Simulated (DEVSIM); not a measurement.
Structure: Cr/SiO2/p-Si capacitor, at 300 K.

| layer (left to right) | material | thickness (nm) | Na (cm⁻³) |
|---|---|---|---|
| 1 | SiO2 | 51.0 | - |
| 2 | Si | 1700 | 2.2e16 |

Metal gate on the left, work function 4.5 eV. Fixed charge at the semiconductor interface 1.3e12 cm⁻² (in units of +e); interface traps 5.9e10 cm⁻² eV⁻¹, uniform in energy, neutral level at 0.3 of the gap above the valence band.

This is a model device: material constants are rounded textbook-type values typed into the input, and sizes, dopings and lifetimes were drawn at random. Values at 300 K.

```tsv
parameter	SiO2	Si
gap (eV)	9	1.124
affinity (eV)	0.9	4.05
permittivity	3.9	11.7
Nc (cm⁻³)	-	2.86e19
Nv (cm⁻³)	-	3.1e19
```

Model (solved in DEVSIM): 1D Poisson equation in equilibrium, Boltzmann statistics, complete ionisation; no quantum confinement or tunnelling. Metal contacts follow the ideal Schottky-Mott rule: no Fermi-level pinning, no interface dipoles.

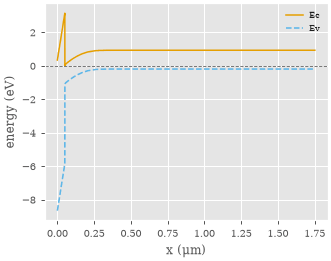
*Band edges at 3.25 V on the gate*

Energies count from the Fermi level of the right contact; mesh points crowd at the junctions.

| x (μm) | Ec (eV) | Ev (eV) | n (cm⁻³) | p (cm⁻³) | field (V/cm) |
|---|---|---|---|---|---|
| 0.000 | 0.350 | -8.650 | < 1e2 | < 1e2 | 550000 |
| 0.001514 | 0.434 | -8.566 | < 1e2 | < 1e2 | 550000 |
| 0.005114 | 0.632 | -8.368 | < 1e2 | < 1e2 | 550000 |
| 0.01299 | 1.067 | -7.933 | < 1e2 | < 1e2 | 550000 |
| 0.03523 | 2.294 | -6.706 | < 1e2 | < 1e2 | 550000 |
| 0.04465 | 2.813 | -6.186 | < 1e2 | < 1e2 | 550000 |
| 0.04884 | 3.045 | -5.955 | < 1e2 | < 1e2 | 550000 |
| 0.05108 | 0.017 | -1.107 | 1.5e19 | < 1e2 | 360000 |
| 0.05274 | 0.057 | -1.067 | 3.2e18 | < 1e2 | 180000 |
| 0.05683 | 0.107 | -1.017 | 4.5e17 | 260 | 95000 |
| 0.06613 | 0.181 | -0.943 | 2.6e16 | 4500 | 72000 |
| 0.1013 | 0.409 | -0.715 | 3.9e12 | 3.0e7 | 58000 |
| 0.1699 | 0.729 | -0.395 | 1.6e7 | 7.3e12 | 35000 |
| 0.3297 | 0.934 | -0.190 | 5700 | 2.0e16 | 790 |
| 0.9293 | 0.937 | -0.187 | 5300 | 2.2e16 | ≈ 0 |
| 1.399 | 0.937 | -0.187 | 5300 | 2.2e16 | ≈ 0 |
| 1.606 | 0.937 | -0.187 | 5300 | 2.2e16 | ≈ 0 |
| 1.689 | 0.937 | -0.187 | 5300 | 2.2e16 | ≈ 0 |
| 1.732 | 0.937 | -0.187 | 5300 | 2.2e16 | ≈ 0 |
| 1.744 | 0.937 | -0.187 | 5300 | 2.2e16 | ≈ 0 |
| 1.748 | 0.937 | -0.187 | 5300 | 2.2e16 | ≈ 0 |
| 1.751 | 0.937 | -0.187 | 5300 | 2.2e16 | ≈ 0 |
